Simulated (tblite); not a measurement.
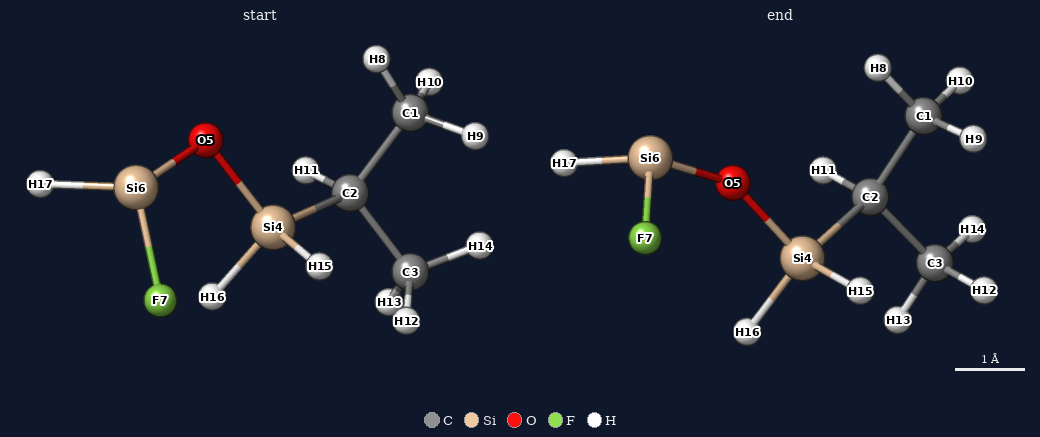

The structure of C₃H₁₀FOSi₂ (multiplicity 2) before (left) and after (right) a relaxation, at one scale.

Style: ball-and-stick. Shown from a free direction.

The calculation used GFN2-xTB geometry optimisation, gas phase in tblite 0.8.0. 

### Describe what moved and what it gained.

The energy falls by 112.1 kJ/mol in 88 geometry steps. F7 moves most after the best rigid fit: 1.31 Å. By element the largest moves are F 1.31 Å, H 1.06 Å, O 0.64 Å, Si 0.48 Å, C 0.35 Å. Among the contacts that change: Si4–Si6 2.746 → 3.127 Å, O5–Si6 1.723 → 1.609 Å, Si4–O5 1.717 → 1.631 Å, Si6–F7 1.701 → 1.619 Å. Among the angles between lasting bonds that change: Si4–O5–Si6 106.0° → 149.7°, C2–Si4–O5 113.4° → 106.2°, H8–C1–H9 113.8° → 108.3°. Groups turn about C2–C3 by about 45°, C1–C2 by about 20°, O5–Si6 by about 20°.
